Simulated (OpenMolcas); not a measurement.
Run report: Pt²⁺ complex, multiconfigurational calculation

- system: Pt²⁺ with 8 ligands (F; cube, 2.234 Å), embedded in CaF2 by model potentials and point charges, whose field is part of the energies.
- method: state-averaged SS-CASPT2, IPEA shift 0.25, imaginary shift 0.1 hartree, closed shells 5s 5p of the metal and the valence shells of the ligands correlated, active space 8 electrons in the shell 5d, basis ANO-RCC-VDZP on the metal and ANO-RCC-VDZP on the ligands, DKH2 scalar Hamiltonian, spin-orbit coupling by RASSI with atomic mean-field integrals (OpenMolcas)

## Results in brief

| quantity | value |
| --- | --- |
| outcome | converged; degenerate states are split by up to 243 cm⁻¹ |
| energy of the lowest spin-free term | −19195.89564 hartree |
| energy of the lowest spin-orbit level | −19195.92947 hartree |
| CASPT2 correlation energy | −1.9762 hartree |
| largest spread among components of a term | 242.6 cm⁻¹ |
| lowest reference weight | 0.681 |
| hardware | 1 thread of AMD EPYC (Zen 5), 16 GiB of memory available, shared host |
| wall time | 83 s |
| peak memory | 0.61 GiB |

## Remarks

The components of ³T2, which symmetry makes degenerate, are split by 243 cm⁻¹ in CASPT2, and those of 4 more by over 50 cm⁻¹. This is an artefact; the levels of such states rest on averages and are uncertain by about as much. Limits: the geometry is set by hand, with no relaxation.

## The input
```
&GATEWAY
Basis set
Pt.ANO-RCC-VDZP.
Pt1 0.0 0.0 0.0 Angstrom
End of basis
Basis set
F.ANO-RCC-VDZP.
L1 1.289801 1.289801 1.289801 Angstrom
L2 1.289801 1.289801 -1.289801 Angstrom
L3 1.289801 -1.289801 1.289801 Angstrom
L4 1.289801 -1.289801 -1.289801 Angstrom
End of basis
Basis set
Ca.EMB-AIMP.Pascual.0s.0s.ECP.CaF2.
PseudoCharge
* 21 symmetry-unique lattice sites within 7.6 angstrom
End of basis
Basis set
F.EMB-AIMP.Pascual.0s.0s.ECP.CaF2.
PseudoCharge
* 40 symmetry-unique lattice sites within 7.6 angstrom
End of basis
Symmetry
XYZ
AngMom=0.0 0.0 0.0
AMFI
RICD
XField
1348 Angstrom 0
* Evjen-weighted lattice charges
&SEWARD
&RASSCF
FileOrb=start.orb
Symmetry=1
Spin=3
nActEl=8 0 0
Inactive=35 39
Ras2=5 0
CIRoot=10 10 1
SDav=10
CIMx=300
Iter=150 100
PrWF=0.3
OrbListing=Nothing
MaxOrb=0
LevShft=1.0
>>> COPY $Project.JobIph JOB001
&RASSCF
FileOrb=start.orb
Symmetry=1
Spin=1
nActEl=8 0 0
Inactive=35 39
Ras2=5 0
CIRoot=15 15 1
SDav=15
CIMx=300
Iter=150 100
PrWF=0.3
OrbListing=Nothing
MaxOrb=0
LevShft=1.0
>>> COPY $Project.JobIph JOB002
&RASSI
NrOfJobIphs=2 10 15
1 2 3 4 5 6 7 8 9 10
1 2 3 4 5 6 7 8 9 10 11 12 13 14 15
IphNames
JOB001
JOB002
EJob
SpinOrbit
DIPRint=1.0
SOCoupling=1000.0
Subsets=2
Property=9
'ANGMOM' 1 'ANGMOM' 2 'ANGMOM' 3 'MLTPL  1' 1 'MLTPL  1' 2 'MLTPL  1' 3
'AMFI' 1 'AMFI' 2 'AMFI' 3
SOProperty=3
'ANGMOM' 1 'ANGMOM' 2 'ANGMOM' 3
>>> COPY JOB001 $Project.JobIph
&CASPT2
Multistate=10 1 2 3 4 5 6 7 8 9 10
NoMult
Frozen=18 20
IPEA=0.25
Imaginary=0.1
MaxIter=60
WThr=0.0 0.3 0.05
PrWF=0.5
NoMix
>>> COPY JOB002 $Project.JobIph
&CASPT2
Multistate=15 1 2 3 4 5 6 7 8 9 10 11 12 13 14 15
NoMult
Frozen=18 20
IPEA=0.25
Imaginary=0.1
MaxIter=60
WThr=0.0 0.3 0.05
PrWF=0.5
NoMix
```

The file start.orb holds starting orbitals from an earlier step. A driver script formed the levels outside the program, from RASSI's spin-orbit matrix and the CASPT2 energies (for multi-state variants, the effective Hamiltonian), averaged over the components of each term or state. The log and the time are those of the CASPT2 step.

Run as:
```bash
OMP_NUM_THREADS=1 MOLCAS_MEM=2457 MOLCAS_PROJECT=a pymolcas a.inp > a.log  # once for each step of the input, in one work folder
```

## Output (extracts)
```
--- CASPT2 ---
Orbital specifications:
      -----------------------

      Symmetry species                           1   2
                                                ag  au
      Frozen orbitals                           18  20
      Inactive orbitals                         17  19
      Active orbitals                            5   0
      Secondary orbitals                        43  49
      Deleted orbitals                           0   0
      Number of basis functions                 83  88
Type of calculation                        SS-CASPT2
      Fock operator                              state-specific
      IPEA shift                                 0.25
      Real shift                                 0.00
      Imaginary shift                            0.10
      The input orbitals will be transformed to quasi-canonical
Reference energy:      -19193.9194399963
      E2 (Non-variational):      -1.9748002530
      Shift correction:          -0.0012338162
      E2 (Variational):          -1.9760340692
      Total energy:          -19195.8954740655
      Residual norm:              0.0000005284
      Reference weight:           0.68635
      Contributions to the CASPT2 correlation energy
      Active & Virtual Only:         -0.1458501536
      One Inactive Excited:          -0.2051914447
      Two Inactive Excited:          -1.6237586548
Reference energy:      -19193.9194399963
      E2 (Non-variational):      -1.9751262959
      Shift correction:          -0.0012368924
      E2 (Variational):          -1.9763631883
      Total energy:          -19195.8958031846
      Residual norm:              0.0000004942
      Reference weight:           0.68620
      Contributions to the CASPT2 correlation energy
      Active & Virtual Only:         -0.1459953224
      One Inactive Excited:          -0.2052540628
      Two Inactive Excited:          -1.6238769107
::    CASPT2 Root  1     Total energy: -19195.89547407
::    CASPT2 Root  2     Total energy: -19195.89580318
::    CASPT2 Root  3     Total energy: -19195.89564286
::    CASPT2 Root  4     Total energy: -19195.84527541
::    CASPT2 Root  5     Total energy: -19195.84422566
::    CASPT2 Root  6     Total energy: -19195.84533090
::    CASPT2 Root  7     Total energy: -19195.80428316
::    CASPT2 Root  8     Total energy: -19195.80387106
::    CASPT2 Root  9     Total energy: -19195.80425454
::    CASPT2 Root 10     Total energy: -19195.78389479
--- CASPT2 ---
Orbital specifications:
      -----------------------

      Symmetry species                           1   2
                                                ag  au
      Frozen orbitals                           18  20
      Inactive orbitals                         17  19
      Active orbitals                            5   0
      Secondary orbitals                        43  49
      Deleted orbitals                           0   0
      Number of basis functions                 83  88
Type of calculation                        SS-CASPT2
      Fock operator                              state-specific
      IPEA shift                                 0.25
      Real shift                                 0.00
      Imaginary shift                            0.10
      The input orbitals will be transformed to quasi-canonical
Reference energy:      -19193.8652866929
      E2 (Non-variational):      -1.9889675029
      Shift correction:          -0.0013082590
      E2 (Variational):          -1.9902757619
      Total energy:          -19195.8555624548
      Residual norm:              0.0000006521
      Reference weight:           0.68247
      Contributions to the CASPT2 correlation energy
      Active & Virtual Only:         -0.1487650297
      One Inactive Excited:          -0.2144081056
      Two Inactive Excited:          -1.6257943676
Reference energy:      -19193.8652866928
      E2 (Non-variational):      -1.9891443026
      Shift correction:          -0.0013122961
      E2 (Variational):          -1.9904565988
      Total energy:          -19195.8557432916
      Residual norm:              0.0000005252
      Reference weight:           0.68240
      Contributions to the CASPT2 correlation energy
      Active & Virtual Only:         -0.1488086732
      One Inactive Excited:          -0.2144749927
      Two Inactive Excited:          -1.6258606367
::    CASPT2 Root  1     Total energy: -19195.85556245
::    CASPT2 Root  2     Total energy: -19195.85574329
::    CASPT2 Root  3     Total energy: -19195.85564780
::    CASPT2 Root  4     Total energy: -19195.85298284
::    CASPT2 Root  5     Total energy: -19195.85309351
::    CASPT2 Root  6     Total energy: -19195.79643619
::    CASPT2 Root  7     Total energy: -19195.79564466
::    CASPT2 Root  8     Total energy: -19195.79608155
::    CASPT2 Root  9     Total energy: -19195.80606526
::    CASPT2 Root 10     Total energy: -19195.78212497
::    CASPT2 Root 11     Total energy: -19195.78119773
::    CASPT2 Root 12     Total energy: -19195.78229574
::    CASPT2 Root 13     Total energy: -19195.73429018
::    CASPT2 Root 14     Total energy: -19195.73429506
::    CASPT2 Root 15     Total energy: -19195.67036389
```

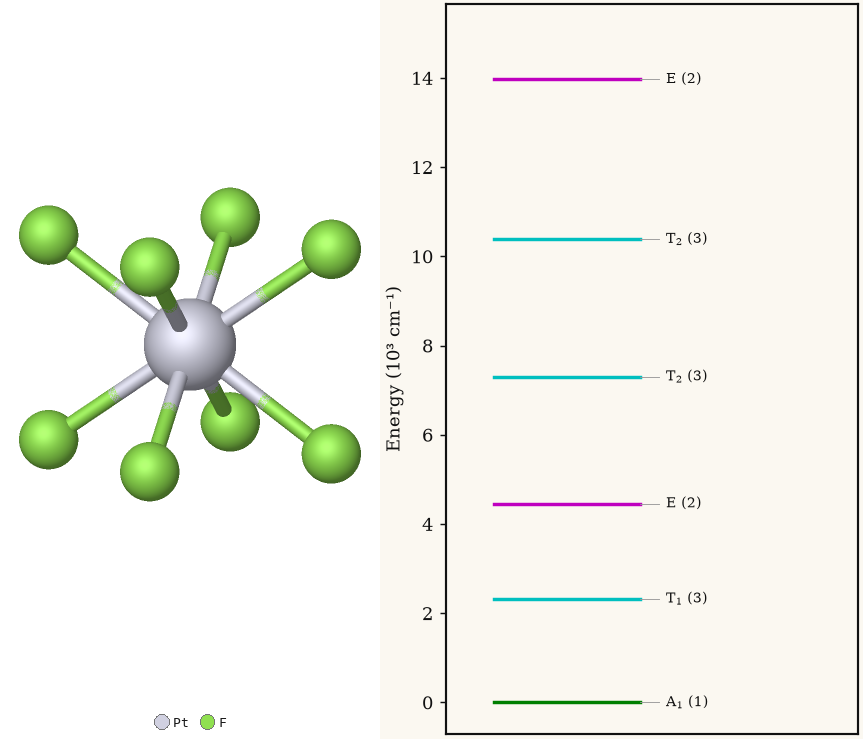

**Figure 1.** Pt²⁺ (5d⁸) as a dopant in CaF₂, a cluster with its 8 nearest F⁻ at 2.234 Å (cube) embedded in model potentials and point charges; the geometry was set, not optimised, and its levels. Labels give the representation in O, Td, D4 or D3 as the site allows (double group for half-integer spin) where it could be assigned and, in brackets, the degeneracy; spin-free states, where drawn, share the zero of the spin-orbit levels. The ground level is A₁, non-degenerate, 97 % from states of spin multiplicity 3. The next level lies at 2,320 cm⁻¹ (T₁).
